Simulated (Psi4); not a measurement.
# SiO (SMILES O=[Si]): CCSD(T)/aug-cc-pVDZ (sweep point 8)

We compute the energy of SiO. 

Program for the calculation: Psi4 1.11.

7 further runs of the same task are left out: 7 set aside as unsound or not needed.

## Step 1: The system as given

The species is SiO (2 atoms), meant as a singlet with charge 0. SMILES: `O=[Si]`. Geometry: relaxed at PBE0-D4/def2-TZVP.

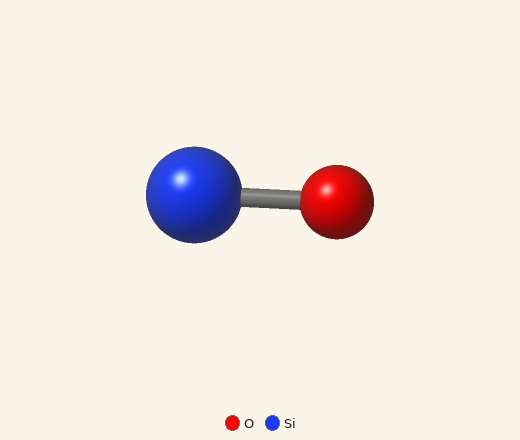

Viewed from a chosen angle; oxygen red, silicon blue.

## Step 2: A single-point energy at CCSD(T)/aug-cc-pVDZ (sweep point 8)

job.inp reads:

```
memory 1600 mb

molecule {
  0 1
  O     -0.640700     0.231500    -0.324000
  Si     0.640700    -0.231500     0.324000
  units angstrom
  symmetry c1
}

set {
  basis           aug-cc-pVDZ
  scf_type        pk
  num_frozen_docc 6
  guess           sadno
}

result, w = energy("ccsd(t)", return_wfn=True)
```

Launch:

```bash
$ psi4 -i job.inp -o job.out -n 1
```

job.out:

```text
[...]
  Running in c1 symmetry.
[...]
  Nuclear repulsion =   39.283332351226669
[...]
  Multiplicity = 1
[...]
  Nalpha       = 11
  Nbeta        = 11
[...]
    Number of basis functions: 50
[...]
   @RHF iter   1:  -363.40320492039245   -3.63403e+02   2.10184e-02 DIIS/ADIIS
[...]
   @RHF iter  11:  -363.80226972480392   -5.68434e-13   2.51006e-09 DIIS
[...]
    Orbital Energies [Eh]
    ---------------------
    Doubly Occupied:
       1A    -68.836596     2A    -20.545605     3A     -6.183892
       4A     -4.285452     5A     -4.284895     6A     -4.284895
       7A     -1.272654     8A     -0.614721     9A     -0.476693
      10A     -0.476693    11A     -0.437421
[...]
  @RHF Final Energy:  -363.80226972480392
   => Energetics <=
    Nuclear Repulsion Energy =             39.2833323512266688
    One-Electron Energy =                -582.7721729818049425
    Two-Electron Energy =                 179.6865709057743459
    Total Energy =                       -363.8022697248038639
[...]
 Multipole Moments:
 ------------------------------------------------------------------------------------
     Multipole            Electronic (a.u.)      Nuclear  (a.u.)        Total (a.u.)
 ------------------------------------------------------------------------------------
 L = 1.  Multiply by 2.5417464519 to convert [e a0] to [Debye]
 Dipole X            :         -0.0000000            0.0000000           -0.0000000
 Dipole Y            :          0.0000000            0.0000000            0.0000000
 Dipole Z            :          1.4216317            0.0073522            1.4289839
 Magnitude           :                                                    1.4289839
[...]
      * MP2 total energy                      = -364.090647750352048
[...]
      * CCSD total energy                     = -364.094897522990948
[...]
      * CCSD(T) total energy                  = -364.108170665284774
[...]
```

Run time: 6.6 s. Hardware: 1 thread of Intel Xeon Platinum 8488C (Sapphire Rapids), shared host; peak memory 0.29 GiB.

## Step 3: What came out

At CCSD(T)/aug-cc-pVDZ (sweep point 8), 6 core orbitals frozen:

| quantity | value |
| --- | --- |
| total energy | -364.10817 Eh |
| HOMO energy (Hartree–Fock orbitals) | -11.90 eV |
| LUMO energy (Hartree–Fock orbitals) | 0.57 eV |
| HOMO–LUMO gap (Hartree–Fock orbitals) | 12.47 eV |
| correlation energy (6 core orbitals frozen) | -305.9 mEh |
| (T) correction | -13.27 mEh |
| T1 diagnostic | 0.028 |

**Reading.** The T1 diagnostic of 0.028 is above the customary mark for such species, so a single reference may not serve. The triples make up 4.3 % of the correlation energy.
